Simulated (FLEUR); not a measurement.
# TiClO: which magnetic order is lowest, part 2 of 3

Aim: find out whether TiClO carries moments, and which collinear order costs least.

FLEUR MaX-R8.1; LDA (VWN) with U = 3.9 eV, J = 0.9 eV on Ti d; all-electron FLAPW, Dirac cores, scalar-relativistic bands.

So far. Step 2 (Run 1 (ferro ++)): After 30 cycles the largest moment stands at 0.862 μB.

The database entry behind the starting cell differs from later determinations by our own check (old inner coordinates), so it need not match the best structure at ambient conditions.

### 3. Order 2, typed as antiferro +-

Another pattern of signs weighs the neighbour shells otherwise.

Input file inp.xml:

```
<?xml version="1.0" encoding="UTF-8" standalone="no"?>
<fleurInput fleurInputVersion="0.39">
   <comment>
      TiClO
   </comment>
   <calculationSetup>
      <cutoffs Kmax="4.4" Gmax="13.2" GmaxXC="13.2" numbands="0"/>
      <scfLoop itmax="130" minDistance="0.0001" maxIterBroyd="15" imix="Anderson" alpha="0.05" precondParam="0.0" spinf="2.0" sdNocoIR="T"/>
      <coreElectrons ctail="T" frcor="F" kcrel="0" coretail_lmax="0"/>
      <xcFunctional name="vwn" relativisticCorrections="F"/>
      <magnetism jspins="2"/>
      <soc l_soc="F" theta="0.0" phi="0.0" spav="F"/>
      <expertModes spex="0" secvar="F"/>
      <geometryOptimization l_f="F" forcealpha="1.0" forcemix="BFGS" epsdisp="0.00001" epsforce="0.00001"/>
      <ldaU l_linMix="F" mixParam="0.05" spinf="1.0"/>
   </calculationSetup>
   <cell>
      <bzIntegration valenceElectrons="50.0" mode="hist" fermiSmearingEnergy="0.00293995">
         <kPointListSelection listName="default-1"/>
         <xi:include xmlns:xi="http://www.w3.org/2001/XInclude" href="kpts.xml"> </xi:include>
      </bzIntegration>
      <xi:include xmlns:xi="http://www.w3.org/2001/XInclude" href="sym.xml"> </xi:include>
      <bulkLattice scale="1.0">
         <bravaisMatrix>
            <row-1>    6.3872743011479995     0.0000000000000000     0.0000000000000000</row-1>
            <row-2>    0.0000000000000000     7.1620620122339993     0.0000000000000000</row-2>
            <row-3>    0.0000000000000000     0.0000000000000000    15.1745007805379988</row-3>
         </bravaisMatrix>
      </bulkLattice>
   </cell>
   <atomSpecies>
      <species name="Titanium (1.002" element="Ti" atomicNumber="22">
         <mtSphere radius="2.29" gridPoints="757" logIncrement="0.016"/>
         <atomicCutoffs lmax="8" lnonsphr="6"/>
         <electronConfig flipSpins="F">
            <coreConfig>(1s1/2) (2s1/2) (2p1/2) (2p3/2)</coreConfig>
            <valenceConfig>(3s1/2) (3p1/2) (3p3/2) (4s1/2) (3d3/2) (3d5/2)</valenceConfig>
            <stateOccupation state="(3d3/2)" spinUp="0.4" spinDown="0.4"/>
            <stateOccupation state="(3d5/2)" spinUp="1.101" spinDown="0.099"/>
         </electronConfig>
         <energyParameters s="4" p="4" d="3" f="4"/>
         <ldaU l="2" U="3.9" J="0.9" l_amf="F"/>
         <lo type="SCLO" l="0" n="3" eDeriv="0"/>
         <lo type="SCLO" l="1" n="3" eDeriv="0"/>
      </species>
      <species name="Titanium (-1.002" element="Ti" atomicNumber="22">
         <mtSphere radius="2.29" gridPoints="757" logIncrement="0.016"/>
         <atomicCutoffs lmax="8" lnonsphr="6"/>
         <electronConfig flipSpins="F">
            <coreConfig>(1s1/2) (2s1/2) (2p1/2) (2p3/2)</coreConfig>
            <valenceConfig>(3s1/2) (3p1/2) (3p3/2) (4s1/2) (3d3/2) (3d5/2)</valenceConfig>
            <stateOccupation state="(3d3/2)" spinUp="0.4" spinDown="0.4"/>
            <stateOccupation state="(3d5/2)" spinUp="0.099" spinDown="1.101"/>
         </electronConfig>
         <energyParameters s="4" p="4" d="3" f="4"/>
         <ldaU l="2" U="3.9" J="0.9" l_amf="F"/>
         <lo type="SCLO" l="0" n="3" eDeriv="0"/>
         <lo type="SCLO" l="1" n="3" eDeriv="0"/>
      </species>
      <species name="Chlorine (Cl)" element="Cl" atomicNumber="17">
         <mtSphere radius="1.98" gridPoints="655" logIncrement="0.018"/>
         <atomicCutoffs lmax="8" lnonsphr="6"/>
         <electronConfig flipSpins="F">
            <coreConfig>(1s1/2) (2s1/2) (2p1/2) (2p3/2)</coreConfig>
            <valenceConfig>(3s1/2) (3p1/2) (3p3/2)</valenceConfig>
            <stateOccupation state="(3p1/2)" spinUp="0.833333" spinDown="0.833333"/>
            <stateOccupation state="(3p3/2)" spinUp="1.666667" spinDown="1.666667"/>
         </electronConfig>
         <energyParameters s="3" p="3" d="3" f="4"/>
      </species>
      <species name="Oxygen (O)" element="O" atomicNumber="8">
         <mtSphere radius="1.3" gridPoints="431" logIncrement="0.024"/>
         <atomicCutoffs lmax="6" lnonsphr="4"/>
         <electronConfig flipSpins="F">
            <coreConfig>(1s1/2)</coreConfig>
            <valenceConfig>(2s1/2) (2p1/2) (2p3/2)</valenceConfig>
            <stateOccupation state="(2p1/2)" spinUp="0.666667" spinDown="0.666667"/>
            <stateOccupation state="(2p3/2)" spinUp="1.333333" spinDown="1.333333"/>
         </electronConfig>
         <energyParameters s="2" p="2" d="3" f="4"/>
      </species>
   </atomSpecies>
   <atomGroups>
      <atomGroup species="Titanium (1.002">
         <relPos label="                   1">.0000000000 1.000/2.000 .1220000000</relPos>
         <force calculate="T" relaxXYZ="TTT"/>
      </atomGroup>
      <atomGroup species="Titanium (-1.002">
         <relPos label="                   2">1.000/2.000 .0000000000 -.1220000000</relPos>
         <force calculate="T" relaxXYZ="TTT"/>
      </atomGroup>
      <atomGroup species="Chlorine (Cl)">
         <relPos label="                   3">1.000/2.000 1.000/2.000 8.000/25.000</relPos>
         <force calculate="T" relaxXYZ="TTT"/>
      </atomGroup>
      <atomGroup species="Chlorine (Cl)">
         <relPos label="                   4">.0000000000 .0000000000 -8.000/25.000</relPos>
         <force calculate="T" relaxXYZ="TTT"/>
      </atomGroup>
      <atomGroup species="Oxygen (O)">
         <relPos label="                   5">1.000/2.000 1.000/2.000 -.0650000000</relPos>
         <force calculate="T" relaxXYZ="TTT"/>
      </atomGroup>
      <atomGroup species="Oxygen (O)">
         <relPos label="                   6">.0000000000 .0000000000 .0650000000</relPos>
         <force calculate="T" relaxXYZ="TTT"/>
      </atomGroup>
   </atomGroups>
   <output dos="F" band="F" slice="F">
      <bandDOS minEnergy="-.5*Htr" maxEnergy="0.5*Htr" sigma="0.015" storeEVData="T"/>
      <plotting iplot="0" polar="F">
         <plot TwoD="T" vec1="  1.0  0.0  0.0" vec2="  0.0  1.0  0.0" vec3="  0.0  0.0  1.0" zero="  0.0  0.0  0.0" file="plot"/>
      </plotting>
      <moessbauerParams electricFieldGradient="F" isomerShift="F" coreHyperfine="F" valenceHyperfine="F"/>
   </output>
</fleurInput>
```

Input file crystal.txt:

```
TiClO
&input film=F cartesian=F /
3.38000000000  0.00000000000  0.00000000000
0.00000000000  3.79000000000  0.00000000000
0.00000000000  0.00000000000  8.03000000000
1.8897261246
1.0 1.0 1.0

6
22 0.00000000000  0.50000000000  0.12200000000 : 1.002
22 0.50000000000  0.00000000000  0.87800000000 : -1.002
17 0.50000000000  0.50000000000  0.32000000000
17 0.00000000000  0.00000000000  0.68000000000
8 0.50000000000  0.50000000000  0.93500000000
8 0.00000000000  0.00000000000  0.06500000000

&kpt div1=6 div2=6 div3=6 gamma=T /
```

Run with:

```
OMP_NUM_THREADS=1 inpgen -f crystal.txt > inpgen.log  # inp.xml is then edited as shown
OMP_NUM_THREADS=1 mpirun -n 4 fleur_MPI > fleur.log
```

Log:

```text
[banner, memory and clock lines left out]
Welcome to FLEUR        (www.flapw.de)
      MaX-Release 8.1          (www.max-centre.eu)

 ========== k-point set info ==========
 Selected k-point list: default-1
 k-point list type: mesh
 6 x 6 x 6
 Number of k points: 64

 ------------Calculation Setup---------------------------
 Number of PE/node        :            4
 Number of OMP-threads    :            1
 k-points in parallel     :            4
 pe's per k-point         :            1
 No of k-point loops      :           16
 Eigenvalue solver        :       lapack
 Number of basis functions:         1050
 Approximate size of matrices (H+S) per k-point:         0.033 GB
 no density matrix found ... skipping LDA+U
 Reset of history
 Iteration:     1   Distance:      17.57702244 me/bohr^3
 Iteration:     2   Distance:      16.25071877 me/bohr^3
 Iteration:     3   Distance:      13.91452863 me/bohr^3
 Iteration:     4   Distance:       7.33567390 me/bohr^3
 Iteration:     5   Distance:       8.01624376 me/bohr^3
 Iteration:     6   Distance:       5.53587047 me/bohr^3
 Iteration:     7   Distance:       4.50055224 me/bohr^3
 Iteration:     8   Distance:       4.78742929 me/bohr^3
 Iteration:     9   Distance:       4.12478227 me/bohr^3
 Iteration:    10   Distance:       4.00473961 me/bohr^3
[... 19 iterations left out ...]
 Iteration:    30   Distance:       0.02060407 me/bohr^3
 Iteration:    31   Distance:       0.01968430 me/bohr^3
 Iteration:    32   Distance:       0.00587774 me/bohr^3
 Iteration:    33   Distance:       0.00549673 me/bohr^3
 Iteration:    34   Distance:       0.00244079 me/bohr^3
 Iteration:    35   Distance:       0.00161867 me/bohr^3
 Iteration:    36   Distance:       0.00076961 me/bohr^3
 Iteration:    37   Distance:       0.00038446 me/bohr^3
 Iteration:    38   Distance:       0.00024734 me/bohr^3
 Iteration:    39   Distance:       0.00007942 me/bohr^3

 ********************************************************************
 Run finished successfully
 Stop message:
   all done
 ********************************************************************

--- out.xml (last complete iteration) ---
<iteration numberForCurrentRun="   39" overallNumber="   39">
         [... left out ...]
         <bandgap value="1.0820644027" units="eV"/>
         <sumValenceSingleParticleEnergies value="-22.8373804119" units="Htr"/>
         <FermiEnergy value="0.2149037045" units="Htr"/>
         <valenceDensity>
            <mtCharges spin="1">
               <mtCharge atomType="1" total="5.5260023" s="1.0871070" p="3.0836124" d="1.3072230" f="0.0361374"/>
               <mtCharge atomType="2" total="4.6723172" s="1.0814983" p="3.0785350" d="0.4645014" f="0.0356256"/>
               <mtCharge atomType="3" total="2.5269162" s="0.7802337" p="1.7280711" d="0.0162037" f="0.0018950"/>
               <mtCharge atomType="4" total="2.5137934" s="0.7806457" p="1.7240785" d="0.0080554" f="0.0007654"/>
               <mtCharge atomType="5" total="2.0686952" s="0.6363234" p="1.4308047" d="0.0013372" f="0.0001993"/>
               <mtCharge atomType="6" total="2.0439277" s="0.6352457" p="1.4072539" d="0.0012036" f="0.0001925"/>
            </mtCharges>
            <mtCharges spin="2">
               <mtCharge atomType="1" total="4.6723172" s="1.0814983" p="3.0785350" d="0.4645014" f="0.0356256"/>
               <mtCharge atomType="2" total="5.5260023" s="1.0871070" p="3.0836124" d="1.3072230" f="0.0361374"/>
               <mtCharge atomType="3" total="2.5137934" s="0.7806457" p="1.7240785" d="0.0080554" f="0.0007654"/>
               <mtCharge atomType="4" total="2.5269162" s="0.7802337" p="1.7280711" d="0.0162037" f="0.0018950"/>
               <mtCharge atomType="5" total="2.0439277" s="0.6352457" p="1.4072539" d="0.0012036" f="0.0001925"/>
               <mtCharge atomType="6" total="2.0686952" s="0.6363234" p="1.4308047" d="0.0013372" f="0.0001993"/>
            </mtCharges>
            <spinDependentCharge spin="1" total="25.0000000" interstitial="5.6483481" mtSpheres="19.3516519"/>
            <spinDependentCharge spin="2" total="25.0000000" interstitial="5.6483481" mtSpheres="19.3516519"/>
            <totalCharge value="50.0000000000"/>
         </valenceDensity>
         [... left out ...]
         <magneticMomentsInMTSpheres units="muBohr">
            <globalMagMoment atomType="1" vec="0.00000   0.00000   0.85369"/>
            <localMagMoment atomType="1" vec="0.00000   0.00000   0.85369"/>
            <globalMagMoment atomType="2" vec="0.00000   0.00000  -0.85369"/>
            <localMagMoment atomType="2" vec="0.00000   0.00000  -0.85369"/>
            <globalMagMoment atomType="3" vec="0.00000   0.00000   0.01312"/>
            <localMagMoment atomType="3" vec="0.00000   0.00000   0.01312"/>
            <globalMagMoment atomType="4" vec="0.00000   0.00000  -0.01312"/>
            <localMagMoment atomType="4" vec="0.00000   0.00000  -0.01312"/>
            <globalMagMoment atomType="5" vec="0.00000   0.00000   0.02477"/>
            <localMagMoment atomType="5" vec="0.00000   0.00000   0.02477"/>
            <globalMagMoment atomType="6" vec="0.00000   0.00000  -0.02477"/>
            <localMagMoment atomType="6" vec="0.00000   0.00000  -0.02477"/>
         </magneticMomentsInMTSpheres>
         [... left out ...]
         <totalEnergy value="    -2774.2661733567" units="Htr">
            <sumOfEigenvalues value="    -1592.9125421665">
               <coreElectrons value="-1570.0751617546"/>
               <valenceElectrons value="-22.8373804119"/>
            </sumOfEigenvalues>
            <densityCoulombPotentialIntegral value="-4186.6270795409"/>
            <densityEffectivePotentialIntegral value="-4385.7842713151"/>
            <chargeDenXCDenIntegral value="-150.6358087812"/>
            <FockExchangeEnergyValence value="0.0000000000"/>
            <FockExchangeEnergyCore value="0.0000000000"/>
         [... left out ...]
            <dftUCorrection value="-0.0951421762"/>
            <tkbTimesEntropy value="0.0000122091"/>
            <freeEnergy value="-2774.2661855658"/>
            <extrapolationTo0K value="-2774.2661794612"/>
         </totalEnergy>
         [... left out ...]
         <ldaUDensityMatrixConvergence>
            <distance spin="1" distance="0.000017"/>
            <distance spin="2" distance="0.000017"/>
         </ldaUDensityMatrixConvergence>
         <densityConvergence units="me/bohr^3">
            <chargeDensity spin="1" distance="0.0000540667"/>
            <chargeDensity spin="2" distance="0.0000540667"/>
            <overallChargeDensity distance="0.0000794160"/>
            <spinDensity distance="0.0000733888"/>
         </densityConvergence>
      </iteration>
```

Wall time 24 min (4 MPI ranks of Intel Xeon 6975P-C (Granite Rapids), shared host); peak memory 0.67 GiB.

Spin moment in the muffin-tin sphere by atom:

```csv
atom,spin moment in the muffin-tin sphere (μB)
Ti1,0.854
Ti2,-0.854
Cl3,0.013
Cl4,-0.013
O5,0.025
O6,-0.025
```

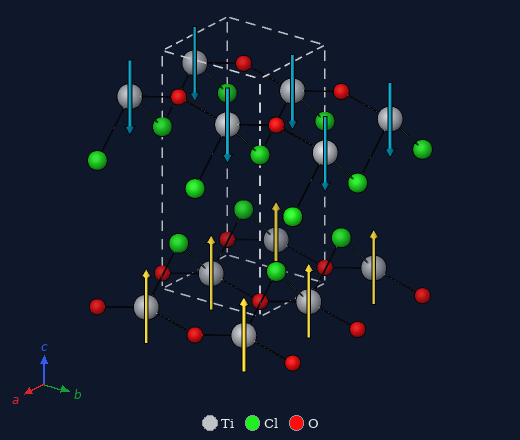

Spin moment in the muffin-tin sphere as arrows, the longest 0.854 μB. Up and down stand for the sign. Arrows give size and sign along the axis of quantisation, drawn up and down the page. The two directions have two colours. 2×2×1 cells are drawn. Some periodic images of atoms are drawn too.

This step gave:

| Property | Result |
| --- | --- |
| free energy | -75491.6287 eV |
| program's band gap on this mesh (in a metal only a level spacing) | 1.082 eV |
| magnetization | 0 μB |
| final state | antiferromagnetic |

It lies 0.742 meV a seeded atom under the first start, and its largest moment is 0.854 μB against 0.862 μB.

### 4. The states side by side

Free energies are divided by the number of seeded atoms.

Orders:

```csv
start,final state,typed order kept,energy over the lowest (meV a seeded atom),largest sphere moment (μB),net moment (μB a primitive cell),mesh matched,CPU time (s)
ferro ++,ferromagnetic,yes,0.7421,0.8616,2,yes,1747
antiferro +-,antiferromagnetic,yes,0,0.8537,0,yes,5747
```

(Continued in part 3 of 3.)

[Logs and program files are shortened in this print: banners, set-up blocks, solver, clock and traceback lines can be left out without a mark of their own.]

[Logs are printed without paths, hosts, clocks, repeated set-up lines and the standing remarks that a program may print on its own settings, such as how far it seeks lower states.]

[Hosts, paths, dates, database ids (printed as entryN), source tags and the programs' standing remarks are cut or masked in the printed files.]

[Where a cell is said to come from a database of computed structures, the database is the Materials Project.]
